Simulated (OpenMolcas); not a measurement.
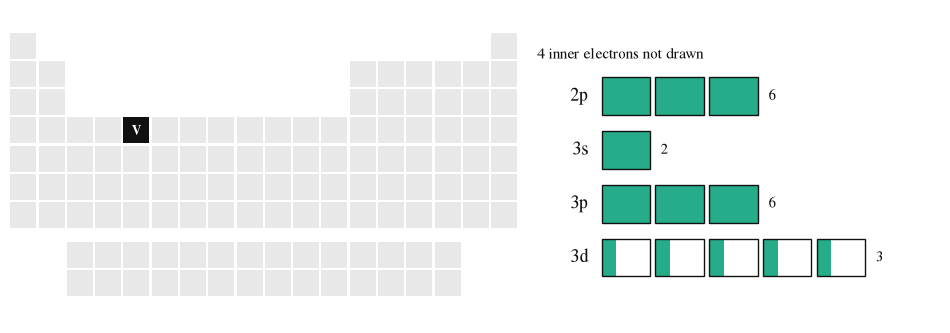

**Figure 1.** Left, the place of vanadium in the periodic table; right, the outer shells of the leading configuration of the lowest level: a box for each of the 2l + 1 orbitals, shaded by the share of the shell that is filled, with the electron count at the right.

# V²⁺ complex: multiconfigurational calculation (part 1 of 2)

System: V²⁺ with 6 ligands (F; octahedron, 2.176 Å), embedded in NaF by model potentials and point charges, whose field is part of the energies.
Method: state-averaged CASSCF, active space 3 electrons in the shell 3d, basis ANO-RCC-VDZP on the metal and ANO-RCC-VDZP on the ligands, DKH2 scalar Hamiltonian, spin-orbit coupling by RASSI with atomic mean-field integrals (OpenMolcas).

**Key numbers**

- outcome: converged
- energy of the lowest spin-free term: −1548.26216 hartree
- energy of the lowest spin-orbit level: −1548.26220 hartree
- largest spread among components of a term: 0.0 cm⁻¹
- hardware: 1 thread of Intel Xeon (Sapphire Rapids), 64 GiB of memory available, shared host
- wall time: 20 s
- peak memory: 0.18 GiB

**Notes**

Without dynamic correlation the splittings between terms come out too large, often by 20 to 50 %. To bear in mind: the geometry is set by hand, with no relaxation.

**The input**
```
&GATEWAY
Basis set
V.ANO-RCC-VDZP.
V1 0.0 0.0 0.0 Angstrom
End of basis
Basis set
F.ANO-RCC-VDZP.
L1 2.176000 0.000000 0.000000 Angstrom
L2 0.000000 2.176000 0.000000 Angstrom
L3 0.000000 0.000000 2.176000 Angstrom
End of basis
Basis set
Na.EMB-AIMP.Seijo.6s3p.1s1p.ECP.NaF.
PseudoCharge
* 3 symmetry-unique lattice sites within 7.6 angstrom
End of basis
Basis set
Na.EMB-AIMP.Seijo.0s.0s.ECP.NaF.
PseudoCharge
* 36 symmetry-unique lattice sites within 7.6 angstrom
End of basis
Basis set
F.EMB-AIMP.Seijo.0s.0s.ECP.NaF.
PseudoCharge
* 31 symmetry-unique lattice sites within 7.6 angstrom
End of basis
Symmetry
XYZ
AngMom=0.0 0.0 0.0
AMFI
RICD
XField
1025 Angstrom 0
* Evjen-weighted lattice charges
&SEWARD
&RASSCF
FileOrb=start.orb
Symmetry=1
Spin=4
nActEl=3 0 0
Inactive=18 21
Ras2=5 0
CIRoot=10 10 1
SDav=10
CIMx=300
Iter=150 100
PrWF=0.3
OrbListing=Nothing
MaxOrb=0
LevShft=1.0
>>> COPY $Project.JobIph JOB001
&RASSCF
FileOrb=start.orb
Symmetry=1
Spin=2
nActEl=3 0 0
Inactive=18 21
Ras2=5 0
CIRoot=40 40 1
SDav=40
CIMx=300
Iter=150 100
PrWF=0.3
OrbListing=Nothing
MaxOrb=0
LevShft=1.0
>>> COPY $Project.JobIph JOB002
&RASSI
NrOfJobIphs=2 10 40
1 2 3 4 5 6 7 8 9 10
1 2 3 4 5 6 7 8 9 10 11 12 13 14 15 16 17 18 19 20 21 22 23 24 25 26 27
28 29 30 31 32 33 34 35 36 37 38 39 40
IphNames
JOB001
JOB002
EJob
SpinOrbit
DIPRint=1.0
SOCoupling=1000.0
Subsets=2
Property=9
'ANGMOM' 1 'ANGMOM' 2 'ANGMOM' 3 'MLTPL  1' 1 'MLTPL  1' 2 'MLTPL  1' 3
'AMFI' 1 'AMFI' 2 'AMFI' 3
SOProperty=3
'ANGMOM' 1 'ANGMOM' 2 'ANGMOM' 3
```

The file start.orb holds starting orbitals from an earlier step. A driver script formed the levels outside the program, from RASSI's spin-orbit matrix and the active-space energies, averaged over the components of each term or state.

Launched with:
```bash
OMP_NUM_THREADS=1 MOLCAS_MEM=2457 MOLCAS_PROJECT=a pymolcas a.inp > a.log  # once for each step of the input, in one work folder
```

**Log (extracts)**
```
--- SEWARD ---
Basis set label: V.ANO-RCC...5S4P2D1F.

      Electronic valence basis set:
      ------------------
      Associated Effective Charge  23.000000 au
      Associated Actual Charge     23.000000 au
      Nuclear Model: Point charge

      Shell  nPrim  nBasis  Cartesian Spherical Contaminant
         s      21       5        X
         p      15       4        X
         d      10       2                 X
         f       6       1                 X
                  Relativistic Douglas-Kroll-Hess integrals:
                    - DKH order of Hamiltonian: 2
                    - DKH order of Properties : 0
                  Atomic mean-field integrals
--- RASSCF ---
Wave function specifications:
      -----------------------------

      Number of closed shell electrons          78
      Number of electrons in active shells       3
      Max number of holes in RAS1 space          0
      Max nr of electrons in RAS3 space          0
      Number of inactive orbitals               39
      Number of active orbitals                  5
      Number of secondary orbitals              98
      Spin quantum number                      1.5
      State symmetry                             1
Orbital specifications:
      -----------------------

      Symmetry species                           1   2
                                                ag  au
      Frozen orbitals                            0   0
      Inactive orbitals                         18  21
      Active orbitals                            5   0
      RAS1 orbitals                              0   0
      RAS2 orbitals                              5   0
      RAS3 orbitals                              0   0
      Secondary orbitals                        46  52
      Deleted orbitals                           0   0
      Number of basis functions                 69  73
      Number of CSFs                            10
      Number of root(s) required                10
      Iter CI   SX   CI       RASSCF       Energy    max ROT     max BLB   max BLB  Level Ln srch  Step   QN
          iter iter root      energy       change     param      element    value   shift minimum  type update
 Nr of preliminary CI iterations:   1
      Total energies have been shifted. Add                -1000.00 au
        1   1   10    0  -547.54849578    0.00E+00  -7.92E-02    8  35 2 -3.13E-01*  0.66   0.00    SX    NO
        2   1    9    0  -548.14792743   -5.99E-01* -2.85E-02   21  24 2  5.73E-02*  0.71   0.00    SX    NO
        3   1    9    0  -548.18025148   -3.23E-02* -1.31E-02   21  24 2  2.81E-02*  0.74   0.00    SX    NO
        4   1    8    0  -548.18689136   -6.64E-03* -6.96E-03   21  24 2  1.64E-02*  0.75   0.00    SX    NO
        5   1    8    0  -548.18876285   -1.87E-03* -8.27E-03   21  24 2  9.51E-03*  0.75   2.25    LS   YES
        6   1    8    0  -548.18959775   -8.35E-04* -1.76E-03    4  32 2 -2.52E-03*  0.75   1.05    QN   YES
        7   1    7    0  -548.18967810   -8.03E-05* -1.32E-03    6  34 2 -1.73E-03*  0.75   1.75    LS   YES
        8   1    7    0  -548.18969625   -1.82E-05* -3.58E-04    6  34 2 -1.15E-03*  0.75   1.01    QN   YES
        9   1    6    0  -548.18970292   -6.67E-06* -2.20E-04    8  22 1  2.66E-04*  0.75   1.24    QN   YES
       10   1    6    0  -548.18970392   -9.92E-07* -7.37E-05    6  34 2  1.65E-04*  0.75   1.30    QN   YES
       11   1    5    0  -548.18970404   -1.25E-07*  1.60E-05    4  32 2  4.54E-05   0.75   1.17    QN   YES
       12   1    5    0  -548.18970405   -7.66E-09  -4.20E-06    4  22 2 -1.30E-05   0.75   1.27    QN   YES
      Convergence after 12 iterations
       13   1    5    0  -548.18970405    6.23E-10  -4.20E-06   18  53 2 -1.81E-06   0.75   1.27    QN   YES
      Natural orbitals and occupation numbers for root  1
      sym 1:   1.000000   1.000000   0.000000   1.000000   0.000000
      Natural orbitals and occupation numbers for root  2
      sym 1:   0.004332   1.000000   0.004332   0.995668   0.995668
      Natural orbitals and occupation numbers for root  3
      sym 1:   1.000000   0.993096   0.993096   0.006904   0.006904
::    RASSCF root number  1 Total energy:  -1548.26216004
::    RASSCF root number  2 Total energy:  -1548.21829342
::    RASSCF root number  3 Total energy:  -1548.21829342
::    RASSCF root number  4 Total energy:  -1548.21829342
::    RASSCF root number  5 Total energy:  -1548.18918227
::    RASSCF root number  6 Total energy:  -1548.18918227
::    RASSCF root number  7 Total energy:  -1548.18918227
::    RASSCF root number  8 Total energy:  -1548.13748445
::    RASSCF root number  9 Total energy:  -1548.13748445
::    RASSCF root number 10 Total energy:  -1548.13748445
--- RASSCF ---
Wave function specifications:
      -----------------------------

      Number of closed shell electrons          78
      Number of electrons in active shells       3
      Max number of holes in RAS1 space          0
      Max nr of electrons in RAS3 space          0
      Number of inactive orbitals               39
      Number of active orbitals                  5
      Number of secondary orbitals              98
      Spin quantum number                      0.5
      State symmetry                             1
Orbital specifications:
      -----------------------

      Symmetry species                           1   2
                                                ag  au
      Frozen orbitals                            0   0
      Inactive orbitals                         18  21
      Active orbitals                            5   0
      RAS1 orbitals                              0   0
      RAS2 orbitals                              5   0
      RAS3 orbitals                              0   0
      Secondary orbitals                        46  52
      Deleted orbitals                           0   0
      Number of basis functions                 69  73
      Number of CSFs                            40
      Number of root(s) required                40
      Iter CI   SX   CI       RASSCF       Energy    max ROT     max BLB   max BLB  Level Ln srch  Step   QN
          iter iter root      energy       change     param      element    value   shift minimum  type update
 Nr of preliminary CI iterations:   1
      Total energies have been shifted. Add                -1000.00 au
        1   1   10    0  -548.09548580    0.00E+00  -1.01E-02   21  27 1 -1.06E-02*  0.73   0.00    SX    NO
        2   1    9    0  -548.09639189   -9.06E-04*  2.57E-03    7  34 2 -8.81E-03*  0.72   0.00    SX    NO
        3   1    8    0  -548.09655079   -1.59E-04*  1.52E-03    7  34 2 -2.14E-03*  0.72   0.00    SX    NO
        4   1    8    0  -548.09658749   -3.67E-05*  6.75E-04   14  21 1  1.25E-03*  0.72   0.00    SX    NO
        5   1    7    0  -548.09659689   -9.40E-06*  7.16E-04   14  21 1  6.90E-04*  0.72   2.07    LS   YES
        6   1    6    0  -548.09660028   -3.40E-06* -6.14E-05    7  34 2  2.92E-04*  0.72   1.00    QN   YES
        7   1    6    0  -548.09660042   -1.34E-07* -4.41E-05    7  34 2  6.57E-05   0.72   1.72    LS   YES
        8   1    6    0  -548.09660044   -2.46E-08* -2.64E-05    7  34 2 -9.71E-05   0.72   0.93    QN   YES
        9   1    5    0  -548.09660045   -1.15E-08*  5.14E-06   11  20 1  9.43E-06   0.72   1.05    QN   YES
       10   1    5    0  -548.09660045    2.26E-10   4.23E-06   11  20 1  5.41E-06   0.72   0.21    QN   YES
      Convergence after 10 iterations
       11   1    5    0  -548.09660045   -3.60E-10   4.23E-06   10  24 1  2.10E-06   0.72   0.21    QN   YES
      Natural orbitals and occupation numbers for root  1
      sym 1:   1.011297   0.958556   0.052874   0.960395   0.016877
      Natural orbitals and occupation numbers for root  2
      sym 1:   0.942202   0.994943   0.016877   0.993104   0.052874
      Natural orbitals and occupation numbers for root  3
      sym 1:   0.950864   0.997022   0.045383   0.979617   0.027114
::    RASSCF root number  1 Total energy:  -1548.18691606
::    RASSCF root number  2 Total energy:  -1548.18691606
::    RASSCF root number  3 Total energy:  -1548.18314219
::    RASSCF root number  4 Total energy:  -1548.18314219
::    RASSCF root number  5 Total energy:  -1548.18314219
::    RASSCF root number  6 Total energy:  -1548.15855054
::    RASSCF root number  7 Total energy:  -1548.15855054
::    RASSCF root number  8 Total energy:  -1548.15855054
::    RASSCF root number  9 Total energy:  -1548.15440749
::    RASSCF root number 10 Total energy:  -1548.14075390
::    RASSCF root number 11 Total energy:  -1548.14075390
::    RASSCF root number 12 Total energy:  -1548.14075390
::    RASSCF root number 13 Total energy:  -1548.13784056
::    RASSCF root number 14 Total energy:  -1548.13784056
::    RASSCF root number 15 Total energy:  -1548.13784056
::    RASSCF root number 16 Total energy:  -1548.12985977
::    RASSCF root number 17 Total energy:  -1548.12985977
::    RASSCF root number 18 Total energy:  -1548.11406762
::    RASSCF root number 19 Total energy:  -1548.11406762
::    RASSCF root number 20 Total energy:  -1548.11406762
::    RASSCF root number 21 Total energy:  -1548.09324888
::    RASSCF root number 22 Total energy:  -1548.09324888
::    RASSCF root number 23 Total energy:  -1548.09324888
::    RASSCF root number 24 Total energy:  -1548.09076155
::    RASSCF root number 25 Total energy:  -1548.09076155
::    RASSCF root number 26 Total energy:  -1548.09076155
::    RASSCF root number 27 Total energy:  -1548.06969193
::    RASSCF root number 28 Total energy:  -1548.06481515
::    RASSCF root number 29 Total energy:  -1548.06481515
::    RASSCF root number 30 Total energy:  -1548.06481515
```

(Continued in part 2.)
